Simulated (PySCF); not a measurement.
Run report: C$_{5}$H$_{11}$N$_{3}$Si, NMR shielding calculation

- system: C$_{5}$H$_{11}$N$_{3}$Si, SMILES Cc1cnn([SiH](C)C)n1
- method: GIAO PBE0/pcSseg-1 NMR shielding, non-relativistic, gas phase (PySCF 2.14.0)

The geometry comes from this level: GFN2-xTB. It belongs to a series of runs on one base structure; here: GeH3 replaced by SiHMe2. Figures and captions count atoms from 1; the log counts them from 0 in places.

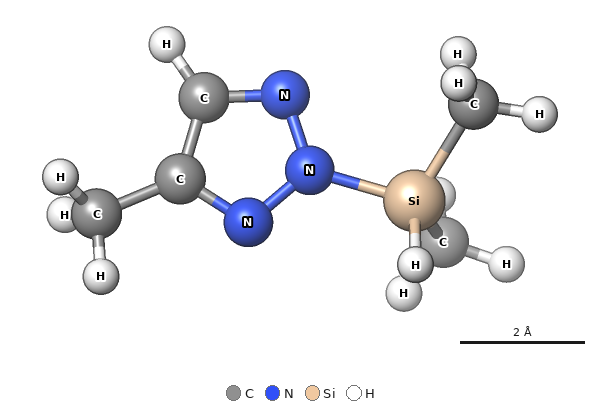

The structure (ball-and-stick view, seen at a tilt). Bond lengths as drawn: C–C 1.41 to 1.48 Å, C–H 1.07 to 1.09 Å, C–N 1.32 Å, C–Si 1.89 to 1.90 Å, H–Si 1.46 Å, N–N 1.32 Å and N–Si 1.77 Å.

Summary:

- outcome: converged
- total energy: −650.324128 hartree
- HOMO: −7.31 eV
- LUMO: 0.03 eV
- dipole moment: 0.40 D
- isotropic shielding, C: 35.8 to 189.5 ppm
- isotropic shielding, N: −112.5 to −12.2 ppm
- isotropic shielding, Si: 350.5 ppm
- isotropic shielding, H: 24.0 to 31.7 ppm
- hardware: 1 CPU thread, shared host
- wall time: 72 s
- peak memory: 1 GiB

Input:
```
{"job": {"kind": "nmr", "xc": "PBE0", "basis": "pcSseg-1"}, "charge": 0, "multiplicity": 1}
C      3.599707     0.181381    -0.178440
C      2.160144    -0.100924    -0.401106
C      1.529091    -0.714530    -1.502125
N      0.234236    -0.757840    -1.263471
N      0.076522    -0.198868    -0.075409
Si    -1.493905     0.018654     0.715273
C     -2.127428     1.754176     0.275256
C     -2.601046    -1.351608     0.019493
N      1.212896     0.207219     0.468379
H      3.745929     0.539071     0.836875
H      4.190232    -0.720033    -0.334817
H      3.947052     0.942063    -0.877119
H      1.953254    -1.105668    -2.404039
H     -1.183250    -0.115650     2.140401
H     -3.073767     1.964035     0.763917
H     -2.277561     1.858584    -0.796578
H     -1.419242     2.518009     0.583784
H     -2.256109    -2.333338     0.330058
H     -3.627476    -1.239368     0.353746
H     -2.594428    -1.334687    -1.066809
```

The first line tells a small driver script what to run in PySCF; the rest is the geometry in Å.

Launched with:
```bash
OMP_NUM_THREADS=1 python <driver script> task.json out
```

What the program printed:
```
coarse grid: 17064 points
cycle   1  E = -650.2033181784  dE =  1.294e+00  |g| = 5.495e-01  |ddm| = 4.121e+00
cycle   2  E = -650.1708492073  dE =  3.247e-02  |g| = 6.766e-01  |ddm| = 9.421e-01
cycle   3  E = -650.2709204336  dE = -1.001e-01  |g| = 1.535e-01  |ddm| = 5.545e-01
cycle   4  E = -650.2755425182  dE = -4.622e-03  |g| = 5.162e-02  |ddm| = 1.549e-01
cycle   5  E = -650.2761341540  dE = -5.916e-04  |g| = 1.169e-02  |ddm| = 4.489e-02
cycle   6  E = -650.2761590556  dE = -2.490e-05  |g| = 4.815e-03  |ddm| = 1.195e-02
cycle   7  E = -650.2761639659  dE = -4.910e-06  |g| = 1.121e-03  |ddm| = 4.263e-03
final grid: 160040 points
cycle   8  E = -650.3241088191  dE = -3.881e-05  |g| = 8.721e-03  |ddm| = 3.209e-02
cycle   9  E = -650.3241034874  dE =  5.332e-06  |g| = 1.002e-02  |ddm| = 1.497e-02
cycle  10  E = -650.3241269828  dE = -2.350e-05  |g| = 1.936e-03  |ddm| = 8.226e-03
cycle  11  E = -650.3241277922  dE = -8.094e-07  |g| = 3.423e-04  |ddm| = 1.702e-03
cycle  12  E = -650.3241278157  dE = -2.351e-08  |g| = 9.899e-05  |ddm| = 3.462e-04
cycle  13  E = -650.3241278179  dE = -2.199e-09  |g| = 3.170e-05  |ddm| = 1.067e-04
cycle  14  E = -650.3241278181  dE = -1.646e-10  |g| = 1.784e-05  |ddm| = 4.075e-05
```

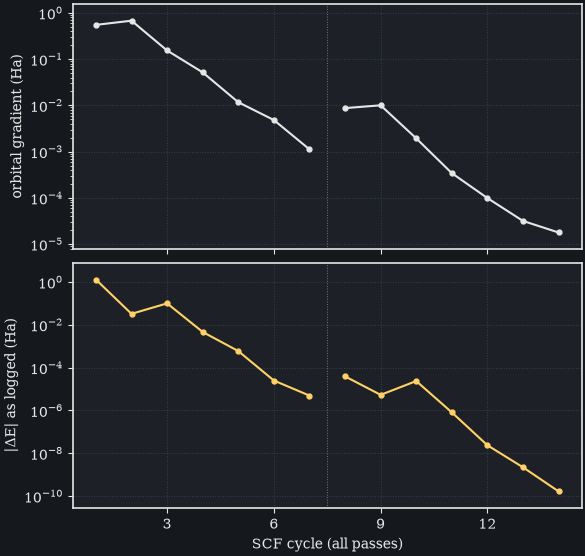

Convergence of the self-consistent field: orbital gradient and size of the energy change against the SCF cycle. The dotted line marks the change from a coarse to the final integration grid. The first 7 cycles use a coarse grid, the final grid takes over at cycle 8, and the field converges after 14 cycles in all.

```
converged SCF energy = -650.3241278181

GIAO shielding tensors (ppm)
atom      isotropic    diamagn.    paramagn.     s11        s22        s33       span
  0 C      173.795     246.145     -72.351    162.531    168.200    190.652     28.121
  1 C       35.786     262.714    -226.928    -41.489     23.898    124.949    166.437
  2 C       46.372     255.720    -209.349    -41.870     52.291    128.694    170.564
  3 N     -112.462     327.234    -439.696   -355.092   -161.689    179.395    534.487
  4 N      -12.229     332.716    -344.945   -108.809    -26.069     98.191    206.999
  5 Si     350.455     883.426    -532.970    326.318    348.245    376.803     50.485
  6 C      187.042     255.626     -68.584    179.879    187.632    193.615     13.736
  7 C      189.475     254.742     -65.267    181.722    192.471    194.233     12.511
  8 N     -105.458     328.864    -434.323   -326.227   -152.891    162.743    488.970
  9 H       28.942      28.667       0.274     23.633     28.509     34.683     11.049
 10 H       29.270      27.006       2.265     24.642     27.587     35.582     10.940
 11 H       29.239      27.321       1.918     25.097     26.934     35.687     10.590
 12 H       24.042      33.337      -9.295     21.800     23.745     26.580      4.780
 13 H       26.172      31.311      -5.140     22.547     24.835     31.133      8.586
 14 H       31.663      29.054       2.609     27.332     28.475     39.182     11.849
 15 H       31.343      32.443      -1.099     27.026     29.613     37.391     10.365
 16 H       31.150      32.678      -1.529     25.977     29.294     38.177     12.201
 17 H       31.169      31.487      -0.318     26.978     28.152     38.377     11.400
 18 H       31.613      28.715       2.898     27.029     28.744     39.065     12.036
 19 H       30.392      32.107      -1.715     25.524     28.538     37.113     11.589
```

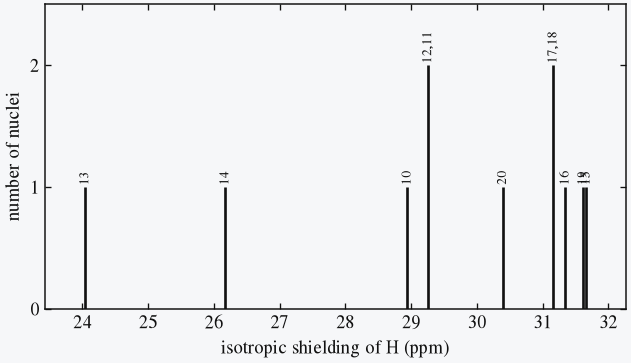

Isotropic shieldings of the hydrogen nuclei in this fixed geometry, labelled by atom number; shielding grows to the right, so chemical shift grows to the left. The least shielded is H13 (24.0 ppm), the most shielded H15 (31.7 ppm).

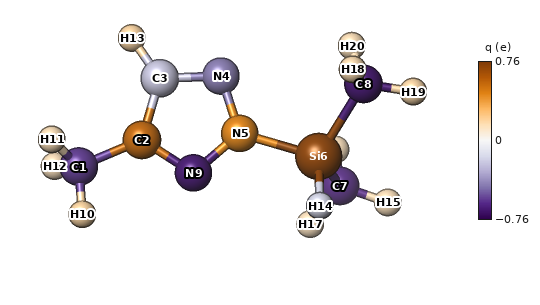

ESP-fitted charges, as the colour of each atom (ball-and-stick view, seen at a tilt; atoms are numbered from 1 in the order of the input). By element: C −0.67 to +0.55, N −0.67 to +0.45, Si +0.72 and H −0.15 to +0.19 e.
